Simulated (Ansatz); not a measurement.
Partial pair distribution functions of a relaxed model of amorphous Si30N41Li3, broadened by 0.06 Å; density 2.81 g/cm³. Calculation: PBE, scalar-relativistic without spin-orbit coupling (plane waves to 420 eV, PAW; Ansatz, a quantum-chemistry and plane-wave program).

A CHGNet melt-quench gave the starting glass, which DFT then relaxed. N atoms were pushed apart under 1.9 Å during the dynamics, to hinder bonds among them. The hot cell started wider than the set density and was brought back towards it in steps. It is the lowest in DFT energy of 2 quenches. It is a model cell: composition and starting density were chosen by hand, and all elements were melted together. No dispersion term was used. Its density started from a set value of 2.92 and ended at 2.81 g/cm³. The simulated quench (nominally 300 K/ps over its main leg) is rapid and tends to freeze in more defects than a deposited or slowly cooled glass has. One small periodic cell is one sample of the glass; other quenches scatter about these values. Volume and shape were free in the relaxation.

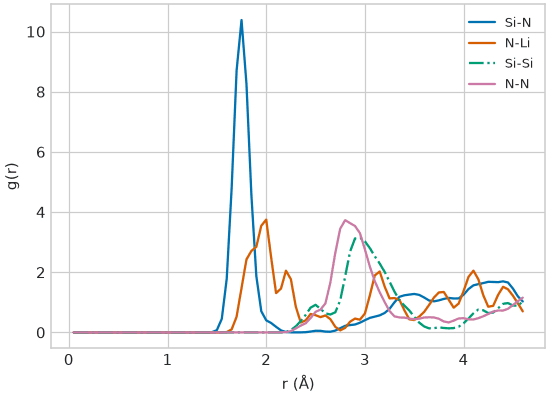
Partial pair distribution functions

Highest peaks under 4.5 Å: Si-N near 1.75 Å, N-Li near 2.00 Å, Si-Si near 2.95 Å, N-N near 2.80 Å; pairs of few atoms are noisy.

Within 2.20 Å each Si has 4.00 N neighbours on average.
